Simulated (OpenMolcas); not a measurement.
# C2H3BFN (SMILES FB1C=NC1): levels of theory compared

Wanted: a comparison of 6 runs (HF/3-21G, HF/def2-SVP, M06-L/def2-SVP, PBE/def2-SVP, TPSS/def2-SVP, CCSD(T)/def2-SVP) of C2H3BFN. 

Program for the calculation: OpenMolcas 26.06.

1 further run of the same task is left out (set aside as unsound or not needed).

### Step 1. The structure to begin with

C2H3BFN: 8 atoms, total charge 0, spin state singlet. As SMILES, `FB1C=NC1`. The coordinates come from a PBE0-D4/def2-TZVP relaxation.

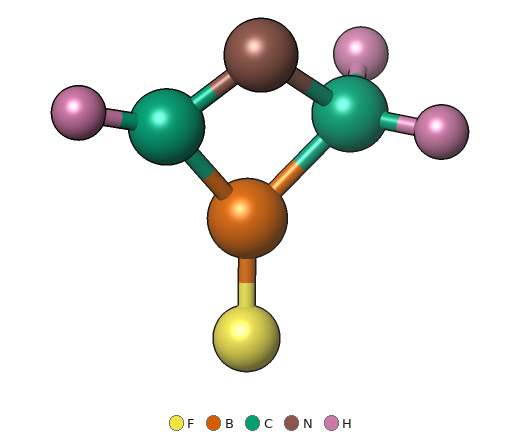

Viewed from a chosen angle; fluorine yellow, boron orange, carbon teal, nitrogen brown, hydrogen pink.

### Step 2. Energy and gradient at HF/3-21G (run 1)

job.input reads:

```
&GATEWAY
  BasLib
  $CurrDir
  Coord
  8
  bohr
  F      0.40288961    -1.90352113     3.62525060
  B     -0.04554240    -0.57598852     1.58018899
  C      0.60282263     2.13255593     0.65346729
  N      0.57428777     1.37685445    -1.66522666
  C     -0.57013037    -1.21055856    -1.28936013
  H      1.24060520     4.00792014     1.19789739
  H      0.48584859    -2.70741062    -2.24159313
  H     -2.51635931    -1.22775506    -1.96588209
  Basis
  3-21G
  Group
  NoSym

&SEWARD

&SCF
  Thresholds
  1e-10 1e-07 1e-07 1e-05
  PrOrbitals
  0

&ALASKA
```

The basis set 3-21G is read from a file made from the Basis Set Exchange's data (not shown).

The run is started by

```
$ export MOLCAS_MEM=1860
$ pymolcas job.input > job.log
```

The program printed:

```text
--- Start Module: gateway ---
[...]
--- Stop Module: gateway /rc=_RC_ALL_IS_WELL_ ---
[...]
      Basis functions           51
[...]
--- Start Module: scf ---
[...]
       Convergence after  16 Iterations
[...]
::    Total SCF energy                               -254.6370713225
[...]
      Total spin, S                                     0.0000000000
[...]
      Total electronic charge=   36.000000
      Total            charge=   -0.000000
[...]
      Dipole Moment (debye):
      Origin of the operator (angstrom)=    0.1102   -0.0900    0.3895
                   X= -8.4291E-01               Y= -3.0766E-01               Z=  6.4411E-01           Total=  1.1046E+00
      Quadrupole Moment (debye*angstrom):
[...]
--- Stop Module: scf /rc=_RC_ALL_IS_WELL_ ---
[...]
--- Start Module: alaska ---
[...]
 *              Molecular gradients               *
 **************************************************
  Irreducible representation: a
 ------------------------------------------------------------------------------------------
                              X                       Y                       Z
 ------------------------------------------------------------------------------------------
  F1               -2.70089735899326E-03    1.45402732722371E-02   -2.32730367292930E-02
  B2                3.89583484868883E-03   -9.65788137151580E-03    6.19592775381150E-03
  C3               -8.36712145398744E-03   -1.46733127444998E-02    1.03438678608736E-04
  N4               -5.52778547254618E-03   -2.36379885601106E-02    1.21609763204216E-02
  C5                1.04829439684166E-02    2.55451647601457E-02    1.07478880481775E-02
  H6                4.89424610063893E-03    1.33312806236079E-02    8.33391538471839E-04
  H7                3.66448932901364E-03   -5.77143334008223E-03   -4.20514483122725E-03
  H8               -6.34170996123329E-03    3.23897360193642E-04   -2.56344077899251E-03
[...]
--- Stop Module: alaska /rc=_RC_ALL_IS_WELL_ ---
[...]
```

Run time: 4.2 s. Hardware: 1 thread of AMD EPYC 7R43 (Zen 3), shared host; peak memory 0.38 GiB.

### Step 3. Energy and forces at HF/def2-SVP (run 2)

run.input reads:

```
&GATEWAY
BasLib=$CurrDir
Coord
8
bohr
F      0.40288961    -1.90352113     3.62525060
B     -0.04554240    -0.57598852     1.58018899
C      0.60282263     2.13255593     0.65346729
N      0.57428777     1.37685445    -1.66522666
C     -0.57013037    -1.21055856    -1.28936013
H      1.24060520     4.00792014     1.19789739
H      0.48584859    -2.70741062    -2.24159313
H     -2.51635931    -1.22775506    -1.96588209
Basis=def2-SVP
Group=NoSym
&SEWARD
&SCF
Thresholds=1e-10 1e-07 1e-07 1e-05
PrOrbitals=0
&ALASKA
```

The basis set def2-SVP is read from a file made from the Basis Set Exchange's data (not shown).

The run is started by

```
$ export MOLCAS_MEM=1860
$ pymolcas run.input > run.log
```

The program printed:

```text
--- Start Module: gateway ---
[...]
--- Stop Module: gateway /rc=_RC_ALL_IS_WELL_ ---
[...]
      Basis functions           85
[...]
--- Start Module: scf ---
[...]
       Convergence after  16 Iterations
[...]
::    Total SCF energy                               -255.8503692296
[...]
      Total spin, S                                     0.0000000000
[...]
      Total electronic charge=   36.000000
      Total            charge=   -0.000000
[...]
      Dipole Moment (debye):
      Origin of the operator (angstrom)=    0.1102   -0.0900    0.3895
                   X= -7.8078E-01               Y= -1.3345E-01               Z=  5.8048E-01           Total=  9.8203E-01
      Quadrupole Moment (debye*angstrom):
[...]
--- Stop Module: scf /rc=_RC_ALL_IS_WELL_ ---
[...]
--- Start Module: alaska ---
[...]
 *              Molecular gradients               *
 **************************************************
  Irreducible representation: a
 ------------------------------------------------------------------------------------------
                              X                       Y                       Z
 ------------------------------------------------------------------------------------------
  F1                3.63421914269768E-03   -3.85533496362278E-03    4.49703834751602E-03
  B2               -5.01311945665162E-03    6.00680707058934E-03   -9.55580923738397E-03
  C3               -1.26102888289514E-03    3.63694825825522E-03    2.51021013898667E-02
  N4                4.96081200428389E-03   -1.15485158345408E-03   -2.31823796857196E-02
  C5               -2.72098783657215E-03   -7.12851208760767E-03    5.15984087885357E-03
  H6                4.25238605275435E-04    2.25658348538804E-03   -9.05611376665449E-04
  H7                5.41139100021848E-04   -5.41989578364710E-04   -9.06071081874682E-04
  H8               -5.66272676143065E-04    7.80349398839419E-04   -2.09109234615257E-04
[...]
--- Stop Module: alaska /rc=_RC_ALL_IS_WELL_ ---
[...]
```

Run time: 14 s. Hardware: 1 thread of AMD EPYC 7R43 (Zen 3), shared host; peak memory 0.47 GiB.

Runs 3 to 5 aren't shown in full; the table further down has their settings and results.

### Step 4. The energy at CCSD(T)/def2-SVP (run 6)

test.input reads:

```
* C2H3BFN CCSD(T)
>>> EXPORT MOLCAS_PRINT=2

&GATEWAY
 BasLib = $CurrDir
 BasisSet
 F.def2-SVP....
 F1 0.213200 -1.007300 1.918400 angstrom
 End of Basis
 BasisSet
 B.def2-SVP....
 B2 -0.024100 -0.304800 0.836200 angstrom
 End of Basis
 BasisSet
 C.def2-SVP....
 C3 0.319000 1.128500 0.345800 angstrom
 C5 -0.301700 -0.640600 -0.682300 angstrom
 End of Basis
 BasisSet
 N.def2-SVP....
 N4 0.303900 0.728600 -0.881200 angstrom
 End of Basis
 BasisSet
 H.def2-SVP....
 H6 0.656500 2.120900 0.633900 angstrom
 H7 0.257100 -1.432700 -1.186200 angstrom
 H8 -1.331600 -0.649700 -1.040300 angstrom
 End of Basis

&SEWARD

&SCF
 Thresholds = 1e-10 1e-07 1e-07 1e-05
 PrOrbitals = 1 2

&RASSCF
 FileOrb = $Project.ScfOrb
 Spin = 1
 Nactel = 0 0 0
 Inactive = 18
 Ras2 = 0
 OutOrbitals = Canonical
 OrbListing = Nothing

&MOTRA
 JobIph
 Frozen = 5

&CCSDT
 CCT
 Triples = 2
 Iterations = 80
 Accuracy = 1e-08
 Extrapolation = 5 4
```

The basis set def2-SVP is read from a file made from the Basis Set Exchange's data (not shown).

The run is started by

```
$ export MOLCAS_MEM=1860
$ pymolcas test.input > test.log
```

The program printed:

```text
--- Start Module: gateway ---
[...]
--- Stop Module: gateway /rc=_RC_ALL_IS_WELL_ ---
[...]
      Basis functions           85
[...]
       Convergence after  16 Iterations
[...]
::    Total SCF energy                               -255.8503692295
[...]
      Total spin, S                                     0.0000000000
[...]
      Number of active orbitals                  0
[...]
      Spin quantum number                      0.0
[...]
      Active orbitals                            0
[...]
      Number of CSFs                             1
[...]
      Number of root(s) required                 1
[...]
      Convergence after  4 iterations
[...]
      Natural orbitals and occupation numbers for root  1
      ************************************************************************************************************************
      *                                                    Final results                                                     *
      ************************************************************************************************************************
[...]
::    RASSCF root number  1 Total energy:   -255.85036923
[...]
      Total electronic charge=   36.000000
      Total            charge=   -0.000000
[...]
      Dipole Moment (debye):
      Origin of the operator (angstrom)=    0.1102   -0.0900    0.3895
                   X= -7.8078E-01               Y= -1.3345E-01               Z=  5.8048E-01           Total=  9.8203E-01
      Quadrupole Moment (debye*angstrom):
[...]
--- Start Module: motra ---
[...]
      *** WARNING: Default frozen orbitals is overwritten by user input.
      *** Default values:   5
[...]
--- Stop Module: motra /rc=_RC_ALL_IS_WELL_ ---
[...]
--- Start Module: ccsdt ---
[...]
      Convergence after                    20  Iterations
      Total energy (diff) :    -256.56344035      -0.00000000
[...]
 METHOD                       : CCSD+T(CCSD)+<T3(1)WT1> = CCSD(T)
[...]
       CCSD     =      -256.5634403493320
[...]
--- Stop Module: ccsdt /rc=_RC_ALL_IS_WELL_ ---
[...]
```

It took 93 s on 1 thread of AMD EPYC 7R43 (Zen 3), shared host; peak memory 0.47 GiB.

### Step 5. Overview of the runs

```csv
run,level,integration grid,task,energy (Eh),dipole moment (D) of the reference,HOMO energy (eV),LUMO energy (eV),wall time
1,HF/3-21G,–,gradient,-254.637071,1.10,-10.92,2.67,4.2 s
2,HF/def2-SVP,–,gradient,-255.850369,0.98,-11.12,2.44,14 s
3,M06-L/def2-SVP,UltraFine,gradient,-257.230938,0.80,-6.23,-2.44,53 s
4,PBE/def2-SVP,UltraFine,gradient,-256.963856,0.63,-5.96,-2.73,48 s
5,TPSS/def2-SVP,UltraFine,gradient,-257.302249,0.69,-6.06,-2.58,53 s
6,CCSD(T)/def2-SVP,–,energy,-256.587439,0.98,-11.12,2.44,93 s
```

### Step 6. Summary of results

| quantity | value |
| --- | --- |
| run 6: total energy | -256.58744 Eh |
| run 6: dipole moment (mean-field density) | 0.98 D |
| run 6: HOMO energy (Hartree–Fock orbitals) | -11.12 eV |
| run 6: LUMO energy (Hartree–Fock orbitals) | 2.44 eV |
| run 6: HOMO–LUMO gap (Hartree–Fock orbitals) | 13.56 eV |
| run 6: correlation energy (5 core orbitals frozen) | -737.1 mEh |
| run 6: (T) correction | -24.00 mEh |

**Reading.** Over runs 1, 2, 3, 4, 5 the dipole moment (its size) runs from 0.63 D (PBE/def2-SVP) to 1.10 D (HF/3-21G). The two ends differ in method and basis. Over runs 1, 2, 3, 4, 5 the HOMO–LUMO gap runs from 3.23 eV (PBE/def2-SVP) to 13.59 eV (HF/3-21G). Totals of different functionals can't be ranked against each other. All runs together took 4.4 min, the longest 93 s.
